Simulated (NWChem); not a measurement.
**B2O2 (diboron dioxide) at B3LYP/6-31G(d) (Cartesian functions)**

Aim: the vertical electron affinity of B2O2 (diboron dioxide) at B3LYP/6-31G* (Cartesian functions), from 2 runs. 

The calculation is run with NWChem 7.3.0.

3 further runs of the same task are left out: 3 set aside as unsound or not needed. Runs told in other sessions of the task aren't counted.

## 1. The structure to begin with

The species is B2O2 (4 atoms), meant as a singlet with charge 0. As SMILES, `O=BB=O`. The coordinates come from a PBE0-D4/def2-TZVP relaxation.

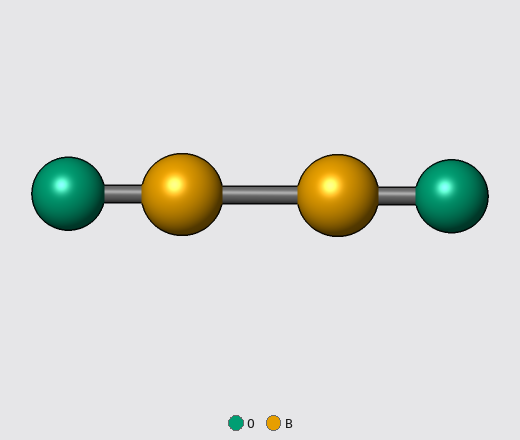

The structure, seen from a chosen angle (oxygen teal, boron amber).

## 2. Energy and forces at B3LYP/6-31G(d) (Cartesian functions)

Contents of calc.xyz:

```xyz
4
B2O2 B3LYP
O     -0.743090     0.459760     1.817650
B     -0.302300     0.187070     0.739120
B      0.302150    -0.186920    -0.739220
O      0.743230    -0.459920    -1.817550
```

Contents of calc.nw:

```
start calc
title "B2O2 B3LYP"
memory total 2200 mb

geometry units angstrom noautosym nocenter noautoz
  load calc.xyz
end

basis cartesian
  * library 6-31G*
end

dft
  xc b3lyp
  grid xfine
  convergence energy 1e-08
  maxiter 100
  mulliken
  noprint "final vectors analysis"
end

task dft gradient
```

Launch:

```
$ nwchem calc.nw > calc.out
```

Log:

```text
[...]
          Wavefunction type:  closed shell.
          No. of atoms     :     4
          No. of electrons :    26
[...]
          Charge           :     0
          Spin multiplicity:     1
[...]
          AO basis - number of functions:    60
[...]
              XC Information
              --------------
                         B3LYP Method XC Potential
                     Hartree-Fock (Exact) Exchange  0.200
                        Slater Exchange Functional  0.800 local
                    Becke 1988 Exchange Functional  0.720 non-local
              Lee-Yang-Parr Correlation Functional  0.810
                  VWN I RPA Correlation Functional  0.190 local
[...]
 d= 0,ls=0.0,diis     1   -199.9704253885 -2.67D+02  5.22D-02  1.92D+00     1.3
[...]
 d= 0,ls=0.0,diis    10   -200.2382796939  4.83D-12  9.43D-08  1.40D-10     9.1
         Total DFT energy =     -200.238279693950
      One electron energy =     -405.192954936033
           Coulomb energy =      163.475540026613
    Exchange-Corr. energy =      -25.283092551293
 Nuclear repulsion energy =       66.762227766764
[...]
      Total Density - Mulliken Population Analysis
     ---------------------------------------------
    Atom       Charge   Shell Charges
 -----------   ------   -------------------------------------------------------
    1 O    8     8.24   1.99  0.93  2.85  0.88  1.57  0.01
    2 B    5     4.76   1.99  0.57  1.41  0.36  0.36  0.07
    3 B    5     4.76   1.99  0.57  1.41  0.36  0.36  0.07
    4 O    8     8.24   1.99  0.93  2.85  0.88  1.57  0.01
[...]
  wavefunction    = closed shell
                         DFT ENERGY GRADIENTS
    atom               coordinates                        gradient
                 x          y          z           x          y          z
   1 O      -1.404236   0.868820   3.434860    0.005338  -0.003303  -0.013052
   2 B      -0.571264   0.353511   1.396734   -0.005470   0.003383   0.013373
   3 B       0.570981  -0.353228  -1.396923    0.005469  -0.003382  -0.013380
   4 O       1.404501  -0.869123  -3.434671   -0.005338   0.003301   0.013059
[...]
```

Wall time 11 s (1 thread of Intel Xeon 6975P-C (Granite Rapids), shared host); peak memory 0.13 GiB.

## 3. The doublet anion: the energy at UB3LYP/6-31G(d) (Cartesian functions)

Contents of run.nw:

```
start run
memory stack 880 mb heap 220 mb global 1100 mb
charge -1

geometry units au noautosym nocenter noautoz
  O  -1.40423659  0.86882048  3.43486069
  B  -0.57126421  0.35351107  1.39673437
  B   0.57098075 -0.35322761 -1.39692335
  O   1.40450115 -0.86912284 -3.43467172
end

basis
  * library 6-31G*
end

dft
  xc b3lyp
  mult 2
  grid xfine
  convergence energy 1e-08
  iterations 100
  mulliken
end

task dft
```

Launch:

```
$ nwchem run.nw > run.out
```

Log:

```text
[...]
          Wavefunction type:  spin polarized.
          No. of atoms     :     4
          No. of electrons :    27
[...]
          Charge           :    -1
          Spin multiplicity:     2
[...]
          AO basis - number of functions:    60
[...]
              XC Information
              --------------
                         B3LYP Method XC Potential
                     Hartree-Fock (Exact) Exchange  0.200
                        Slater Exchange Functional  0.800 local
                    Becke 1988 Exchange Functional  0.720 non-local
              Lee-Yang-Parr Correlation Functional  0.810
                  VWN I RPA Correlation Functional  0.190 local
[...]
 d= 0,ls=0.0,diis     1   -200.0950207073 -2.67D+02  1.20D-02  1.86D-01     2.0
[...]
 d= 0,ls=0.0,diis     9   -200.2191407211 -6.06D-09  1.13D-06  4.21D-09    13.8
[...]
         Total DFT energy =     -200.219140721138
      One electron energy =     -412.367982881536
           Coulomb energy =      171.013411506926
    Exchange-Corr. energy =      -25.626792286031
 Nuclear repulsion energy =       66.762222939504
[...]
      Total Density - Mulliken Population Analysis
     ---------------------------------------------
    Atom       Charge   Shell Charges
 -----------   ------   -------------------------------------------------------
    1 O    8     8.40   1.99  0.91  2.90  0.86  1.74  0.00
    2 B    5     5.10   1.99  0.52  1.43  0.45  0.64  0.07
    3 B    5     5.10   1.99  0.52  1.43  0.45  0.64  0.07
    4 O    8     8.40   1.99  0.91  2.90  0.86  1.74  0.00
[...]
      <S2> =      0.7514 (Exact =     0.7500)
[...]
```

Run time: 14 s. Hardware: 1 thread of Intel Xeon 6975P-C (Granite Rapids), shared host; peak memory 0.12 GiB.

## 4. Results

Level: B3LYP/6-31G* (Cartesian functions).

```
                                         quantity          value
                       singlet B2O2: total energy  -200.23828 Eh
                      singlet B2O2: dipole moment         0.00 D
           singlet B2O2: largest force on an atom     0.763 eV/Å
                      doublet anion: total energy  -200.21914 Eh
doublet anion: HOMO energy (highest over α and β)        3.26 eV
 doublet anion: LUMO energy (lowest over α and β)        5.02 eV
                              doublet anion: ⟨S²⟩          0.751
vertical electron affinity (to the doublet anion)      -0.521 eV
```

The anion lies 0.52 eV (12.0 kcal/mol) above the neutral: the electron isn't bound at this level, and such a value depends on the basis. Without diffuse functions anions come out too high. The largest force (singlet B2O2) is 0.76 eV/Å: the shape isn't a stationary point for this species at this level. Mulliken charges (doublet anion) run from -0.40 on O1 to -0.10 on B2; they depend strongly on the basis. The HOMO (doublet anion) lies at positive energy, 3.26 eV, from the functional's self-interaction, a short basis or an electron that isn't bound; only total energies against the neutral tell.
